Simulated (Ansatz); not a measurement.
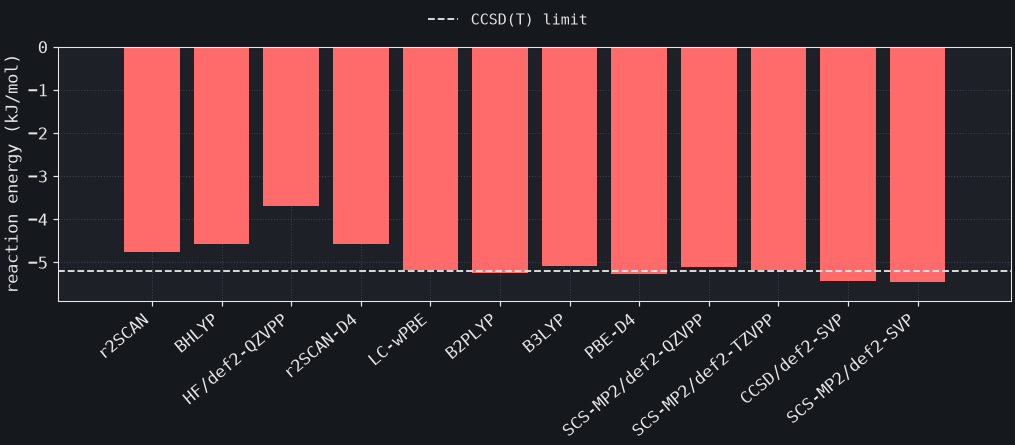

Electronic reaction energy of BSiH₄O₂F (O[SiH2]OBF) + SiH₄O (O[SiH3]) → BSiH₄OF (FBO[SiH3]) + SiH₄O₂ (O[SiH2]O) (SMILES in brackets) at several levels (functionals in def2-TZVPP unless a basis is named), isolated molecules at PBE0-D4 triple-zeta geometries, minima by their frequencies, no zero-point or thermal terms, the Ansatz code 0.2.0. The line is frozen-core CCSD(T) at the basis limit (MP2 extrapolated from triple and quadruple zeta, plus CCSD(T) less MP2 in a smaller set). B2PLYP holds a correlation term that converges slowly with the basis, so part of the distance to the limit is basis error. No dispersion term is added to r2SCAN, BHLYP, LC-wPBE, B2PLYP and B3LYP. The distance of SCS-MP2/def2-QZVPP, SCS-MP2/def2-TZVPP, CCSD/def2-SVP and SCS-MP2/def2-SVP to the limit includes basis error.

Which level comes closest to the line (CCSD(T) limit), and which misses most?

Answer. Closest SCS-MP2/def2-TZVPP (−5.2 kJ/mol), LC-wPBE (−5.2 kJ/mol) and B2PLYP (−5.3 kJ/mol), against −5.2 kJ/mol; farthest HF/def2-QZVPP (−3.7 kJ/mol).

Give the values.

Answer.
```tsv
level	kJ/mol	less CCSD(T) limit
r2SCAN	−4.8	0.4
BHLYP	−4.6	0.6
HF/def2-QZVPP	−3.7	1.5
r2SCAN-D4	−4.6	0.6
LC-wPBE	−5.2	0.0
B2PLYP	−5.3	−0.1
B3LYP	−5.1	0.1
PBE-D4	−5.3	−0.1
SCS-MP2/def2-QZVPP	−5.1	0.1
SCS-MP2/def2-TZVPP	−5.2	0.0
CCSD/def2-SVP	−5.4	−0.2
SCS-MP2/def2-SVP	−5.5	−0.3
CCSD(T) limit	−5.2	0.0
```

Caveats: one conformer of each flexible molecule.
